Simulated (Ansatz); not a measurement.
# AlGeH₅: ionisation energy by level of theory

How much energy removes an electron from AlGeH₅ at fixed geometry? The cation is run at each level and the neutral's energy taken from earlier runs.

Computed with Ansatz 0.2.0, Gaussian basis. Level: unrestricted cation, the program's frozen cores in correlated methods.

Plan: UKS PBE-D4/def2-TZVPP; UKS r2SCAN-D4/def2-TZVPP; UKS PBE0-D4/def2-TZVPP; UKS B3LYP-D4/def2-TZVPP; UKS wB97X-V/def2-TZVPP; UKS wB97M-V/def2-TZVPP; UKS B2PLYP/def2-TZVPP; UHF-CCSD(T)/def2-TZVPP; UHF-CCSD(T)/def2-QZVPP; extrapolation to the limit; then −ε(HOMO) from the neutral's earlier runs with LDA (SPW92), PBE-D4, revPBE-D4, BLYP-D4, r2SCAN-D4, B97M-V, PBE0-D4, B3LYP-D4, r2SCANh-D4, r2SCAN0-D4, HSE06-D4, BHLYP-D4, CAM-B3LYP-D4, LC-ωPBE, ωB97X-V, ωB97M-V.

## 1. The relaxed structure

An earlier PBE0-D4 in a triple-zeta def2 set relaxation fixed the geometry.

SMILES `[AlH2][GeH3]`, 7 atoms, charge 0, spin multiplicity 1.

Atoms are counted from 1 here; the program's logs count them from 0.

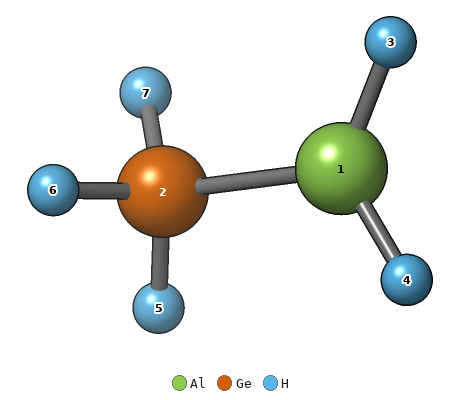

The structure; aluminium green, germanium orange, hydrogen blue; atoms are numbered from 1 in the order of the file.

## 2. Cation, UKS PBE-D4/def2-TZVPP

File in.yaml:

```yaml
crystal:
  periodic: [false, false, false]
  atoms:
    - {symbol: Al, position_ang: [-0.310022, -1.404222, 0.123795]}
    - {symbol: Ge, position_ang: [0.252854, 0.995624, -0.122784]}
    - {symbol: H, position_ang: [0.625164, -2.362328, 0.977121]}
    - {symbol: H, position_ang: [-1.622518, -1.993341, -0.547749]}
    - {symbol: H, position_ang: [-0.281015, 1.612459, -1.430138]}
    - {symbol: H, position_ang: [-0.371619, 1.813381, 1.028708]}
    - {symbol: H, position_ang: [1.768456, 1.270328, -0.074553]}
basis:
  gaussian: {orbitals: def2-TZVPP}
total_charge: 1
magnetization: {spin_polarized: true, initial_magnetization: 1}
hamiltonian: {xc: pbe, dispersion: d4}
```

Launch:

```sh
> ansatz run in.yaml --threads 2 --pin off --events-out ev --progress --plain --max-ram 32768MiB --backend cpu
```

The runs that follow: Cation, UKS r2SCAN-D4/def2-TZVPP; Cation, UKS PBE0-D4/def2-TZVPP; Cation, UKS B3LYP-D4/def2-TZVPP; Cation, UKS wB97X-V/def2-TZVPP; Cation, UKS wB97M-V/def2-TZVPP; Cation, UKS B2PLYP (frozen core)/def2-TZVPP; Cation, UHF-CCSD(T)/def2-TZVPP; Cation, UHF-CCSD(T)/def2-QZVPP.

Before running them: what should the planned runs give, taken together? Wanted: ionisation energy, CCSD(T)/CBS; nearest functional by difference; nearest −ε(HOMO); −ε(HOMO) of PBE; T1 of the cation.

**Answer**, as computed:

```
                        quantity               value
  ionisation energy, CCSD(T)/CBS             9.93 eV
nearest functional by difference  ωB97X-V (-0.12 eV)
                nearest −ε(HOMO)  ωB97X-V (-0.09 eV)
                 −ε(HOMO) of PBE             6.55 eV
                T1 of the cation               0.016
```

**Reading.** Energy differences with functionals land within 0.42 eV of the reference. The PBE orbital energy is 3.4 eV too small: a semilocal HOMO is no ionisation energy. Among orbital estimates ωB97X-V comes nearest. Hartree-Fock falls 0.86 eV short, as the neutral has more correlation energy than the cation. The cation may have settled in a state other than its lowest; no search over hole states beyond the program's own was made. Correlated methods include outer-core shells of Ge, which these sets cover unevenly. With outer-core shells in play the reference is unsure by up to some tenths of an eV, so close misses can't be ranked.
